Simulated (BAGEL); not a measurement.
**SiHCl3 (trichlorosilane): a chain of runs**

Wanted: a single-point energy (HF/def2-SV(P)), then the energy (NEVPT2(2,2)/def2-SV(P)), then a single-point energy (CASPT2(2,2)/def2-SV(P)) of SiHCl3 (trichlorosilane). 

The calculation is run with BAGEL 1.2.2.

### 1 The system as given

SiHCl3: 5 atoms, total charge 0, spin state singlet. As SMILES, `Cl[SiH](Cl)Cl`. One bond was lengthened or shortened from a relaxed shape.

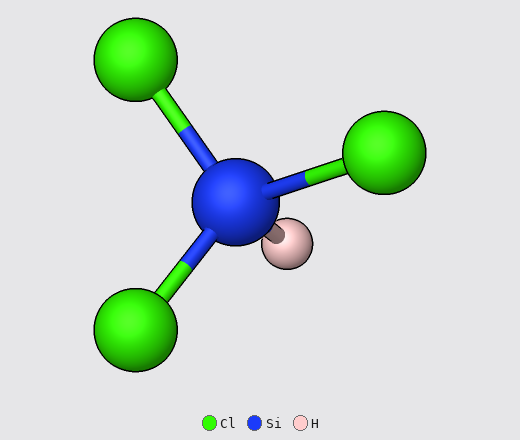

Viewed from a chosen angle; chlorine green, silicon blue, hydrogen pink.

### 2 A single-point energy at HF/def2-SV(P) (density fitting with svp-jkfit) (run 1)

Input file hf.json:

```json
{ "bagel" : [

{
  "title" : "molecule",
  "basis" : "def2-sv_p_.json",
  "df_basis" : "svp-jkfit",
  "angstrom" : true,
  "geometry" : [
    { "atom" : "Cl", "xyz" : [    1.750133,   -0.397770,    1.134805 ] },
    { "atom" : "Si", "xyz" : [   -0.022097,    0.160970,    0.318365 ] },
    { "atom" : "Cl", "xyz" : [    0.076903,    2.107360,   -0.248365 ] },
    { "atom" : "Cl", "xyz" : [   -0.476020,   -1.170520,   -1.544190 ] },
    { "atom" : "H", "xyz" : [   -1.092107,   -0.005400,    1.311075 ] }
  ]
},
{
  "title" : "hf"
},
{
  "title" : "print",
  "file" : "orbitals.molden",
  "orbitals" : true
}

]}
```

The basis set def2-SV(P) is read from a file made from the Basis Set Exchange's data (not shown).

Started as:

```bash
BAGEL_NUM_THREADS=1 BAGEL hf.json > hf.out
```

The log of the run:

```text
* using 1 threads per process

  ===============================================================
  ===============================================================

  *** Geometry ***

  { "atom" : "Cl", "xyz" : [      3.307272,     -0.751676,      2.144471 ] },
  { "atom" : "Si", "xyz" : [     -0.041757,      0.304189,      0.601623 ] },
  { "atom" : "Cl", "xyz" : [      0.145326,      3.982333,     -0.469342 ] },
  { "atom" : "Cl", "xyz" : [     -0.899547,     -2.211962,     -2.918096 ] },
  { "atom" : "H", "xyz" : [     -2.063783,     -0.010205,      2.477573 ] },

  Number of auxiliary basis functions:      530

  Since a DF basis is specified, we compute 2- and 3-index integrals:
    o Being stored without compression. Storage requirement is 0.023 GB

  Number of basis functions:       74
  Number of electrons      :       66

    * METHOD: MOLECULE                             0.24

  *** RHF ***

  === Nuclear Repulsion ===
   324.0878457931

      * DIIS with orbital gradients will be used.

  === RHF iteration (def2-sv_p_.json) ===
      0      -1667.52493757          0.01154145           0.09
      1      -1667.59402266          0.00626117           0.08
      2      -1667.61700651          0.00079259           0.08
      3      -1667.61763699          0.00014627           0.09
      4      -1667.61766312          0.00003905           0.09
      5      -1667.61766568          0.00001079           0.09
      6      -1667.61766586          0.00000205           0.09
      7      -1667.61766587          0.00000057           0.09
      8      -1667.61766587          0.00000019           0.09
      9      -1667.61766587          0.00000005           0.09
     10      -1667.61766587          0.00000001           0.09
     11      -1667.61766587          0.00000000           0.09
    * SCF iteration converged.

    * Permanent dipole moment:
           (    0.157798,    -0.312088,    -0.756300) a.u.

    * METHOD: HF                                   1.20

    * METHOD: PRINT                                0.01

  ===============================================================
```

Wall time 1.6 s (1 thread of Arm Neoverse V1, shared host); peak memory 0.14 GiB.

### 3 A single-point energy at NEVPT2(2,2)/def2-SV(P) (density fitting with svp-jkfit) (run 2)

Input file nevpt2.json:

```json
{ "bagel" : [

{
  "title" : "molecule",
  "basis" : "def2-sv_p_.json",
  "df_basis" : "svp-jkfit",
  "angstrom" : true,
  "geometry" : [
    { "atom" : "Cl", "xyz" : [    1.750133,   -0.397770,    1.134805 ] },
    { "atom" : "Si", "xyz" : [   -0.022097,    0.160970,    0.318365 ] },
    { "atom" : "Cl", "xyz" : [    0.076903,    2.107360,   -0.248365 ] },
    { "atom" : "Cl", "xyz" : [   -0.476020,   -1.170520,   -1.544190 ] },
    { "atom" : "H", "xyz" : [   -1.092107,   -0.005400,    1.311075 ] }
  ]
},
{ "title" : "hf" },
{ "title" : "nevpt2", "nstate" : 1, "nact" : 2, "nclosed" : 32, "active" : [23, 34], "maxiter" : 200, "natocc" : true, "ncore" : 20 },
{ "title" : "print", "file" : "orbitals.molden", "orbitals" : true }

]}
```

The basis set def2-SV(P) is read from a file made from the Basis Set Exchange's data (not shown).

Started as:

```bash
BAGEL_NUM_THREADS=1 BAGEL nevpt2.json > nevpt2.out
```

The log of the run:

```text
* using 1 threads per process

  ===============================================================
  ===============================================================

  *** Geometry ***

  { "atom" : "Cl", "xyz" : [      3.307272,     -0.751676,      2.144471 ] },
  { "atom" : "Si", "xyz" : [     -0.041757,      0.304189,      0.601623 ] },
  { "atom" : "Cl", "xyz" : [      0.145326,      3.982333,     -0.469342 ] },
  { "atom" : "Cl", "xyz" : [     -0.899547,     -2.211962,     -2.918096 ] },
  { "atom" : "H", "xyz" : [     -2.063783,     -0.010205,      2.477573 ] },

  Number of auxiliary basis functions:      530

  Since a DF basis is specified, we compute 2- and 3-index integrals:
    o Being stored without compression. Storage requirement is 0.023 GB

[... 18 lines left out ...]
    * SCF iteration converged.
[... 1 line left out ...]
    * Permanent dipole moment:
[... 28 lines left out ...]
    * Second-order optimization converged. *

     guess   0:   closed 1.                   open ..

  === FCI iteration ===

      0  0     -1667.61707933     5.93e-02      0.00
      1  0     -1667.63131707     6.13e-03      0.00
      2  0 *   -1667.63158265     6.66e-16      0.00

     * ci vector, state   0, <S^2> = 0.0000
       2.     0.9925610908
       .2    -0.1217476122

  === DF-NEVPT2 calculation ===

    * 3-index integral transformation done
    * assembly done

      NEVPT2 correlation energy:   -0.4654664878      0.09

          (+0)     -0.3810370359
          (+0)'    -0.0243407639
          (+1)     -0.0159141160
          (+1)'    -0.0000000000
          (+2)     -0.0009038164
          (-1)     -0.0380061436
          (-1)'     0.0000000000
          (-2)     -0.0052646120

      NEVPT2 total energy:       -1668.0970491358

    * METHOD: NEVPT2                               6.29

    * METHOD: PRINT                                0.01

  ===============================================================
```

Wall time 8.1 s (1 thread of Arm Neoverse V1, shared host); peak memory 0.14 GiB.

### 4 The energy at CASPT2(2,2)/def2-SV(P) (density fitting with svp-jkfit) (run 3)

Input file calc.json:

```json
{ "bagel": [

{
  "title": "molecule",
  "basis": "def2-sv_p_.json",
  "df_basis": "svp-jkfit",
  "angstrom": true,
  "geometry": [
    { "atom": "Cl", "xyz": [    1.750133,   -0.397770,    1.134805 ] },
    { "atom": "Si", "xyz": [   -0.022097,    0.160970,    0.318365 ] },
    { "atom": "Cl", "xyz": [    0.076903,    2.107360,   -0.248365 ] },
    { "atom": "Cl", "xyz": [   -0.476020,   -1.170520,   -1.544190 ] },
    { "atom": "H", "xyz": [   -1.092107,   -0.005400,    1.311075 ] }
  ]
},
{
  "title": "hf"
},
{
  "title": "casscf",
  "nstate": 1,
  "nact": 2,
  "nclosed": 32,
  "active": [23, 34],
  "maxiter": 200,
  "natocc": true
},
{
  "title": "print",
  "file": "orbitals.molden",
  "orbitals": true
},
{
  "title": "smith",
  "method": "caspt2",
  "ms": true,
  "xms": true,
  "sssr": true,
  "shift": 0.2,
  "shift_imag": true,
  "ncore": 20
}

]}
```

The basis set def2-SV(P) is read from a file made from the Basis Set Exchange's data (not shown).

Started as:

```bash
BAGEL_NUM_THREADS=1 BAGEL calc.json > calc.out
```

The log of the run:

```text
* using 1 threads per process

  ===============================================================
  ===============================================================

  *** Geometry ***

  { "atom" : "Cl", "xyz" : [      3.307272,     -0.751676,      2.144471 ] },
  { "atom" : "Si", "xyz" : [     -0.041757,      0.304189,      0.601623 ] },
  { "atom" : "Cl", "xyz" : [      0.145326,      3.982333,     -0.469342 ] },
  { "atom" : "Cl", "xyz" : [     -0.899547,     -2.211962,     -2.918096 ] },
  { "atom" : "H", "xyz" : [     -2.063783,     -0.010205,      2.477573 ] },

  Number of auxiliary basis functions:      530

  Since a DF basis is specified, we compute 2- and 3-index integrals:
    o Being stored without compression. Storage requirement is 0.023 GB

[... 18 lines left out ...]
    * SCF iteration converged.
[... 1 line left out ...]
    * Permanent dipole moment:
[... 27 lines left out ...]
    * Second-order optimization converged. *
[... 9 lines left out ...]
     * ci vector, state   0, <S^2> = 0.0000
[... 16 lines left out ...]
    * Zeroth order energy : state  0       -1.0559230719
[... 4 lines left out ...]
       #      aibj      arbs      arbi      airj      risj      airs      arst      rist         Etot      error   time
[... 2 lines left out ...]
       0  -0.38007  -0.00624  -0.03803  -0.01691  -0.00114  -0.02092  -0.00000  -0.00000   -0.4633168  0.0016615   0.04
       1  -0.38033  -0.00628  -0.03813  -0.01717  -0.00120  -0.02127  -0.00000   0.00000   -0.4643791  0.0002450   0.03
       2  -0.38034  -0.00628  -0.03812  -0.01718  -0.00120  -0.02128  -0.00000  -0.00000   -0.4644088  0.0000452   0.04
       3  -0.38034  -0.00628  -0.03812  -0.01718  -0.00121  -0.02128  -0.00000   0.00000   -0.4644095  0.0000087   0.04
       4  -0.38034  -0.00628  -0.03812  -0.01718  -0.00121  -0.02128  -0.00000  -0.00000   -0.4644095  0.0000016   0.04
       5  -0.38034  -0.00628  -0.03812  -0.01718  -0.00121  -0.02128  -0.00000  -0.00000   -0.4644095  0.0000003   0.04

      ------------------------------------------------------------------------------------------------------------------

    * CASPT2 energy : state  0    -1668.0987152869
        w/o shift correction      -1668.0959921532
        reference weight              0.8537853685

    * METHOD: SMITH                                0.40

  ===============================================================
```

Wall time 8.1 s (1 thread of Arm Neoverse V1, shared host); peak memory 0.14 GiB.

### 5 Summary of results

| quantity | value |
| --- | --- |
| run 1, HF/def2-SV(P): total energy | -1667.61767 Eh |
| run 1, HF/def2-SV(P): dipole moment | 2.12 D |
| run 1, HF/def2-SV(P): HOMO energy | -12.30 eV |
| run 1, HF/def2-SV(P): LUMO energy | 2.49 eV |
| run 1, HF/def2-SV(P): HOMO–LUMO gap | 14.79 eV |
| run 2, NEVPT2(2,2)/def2-SV(P): total energy | -1668.09705 Eh |
| run 3, CASPT2(2,2)/def2-SV(P): total energy | -1668.09872 Eh |
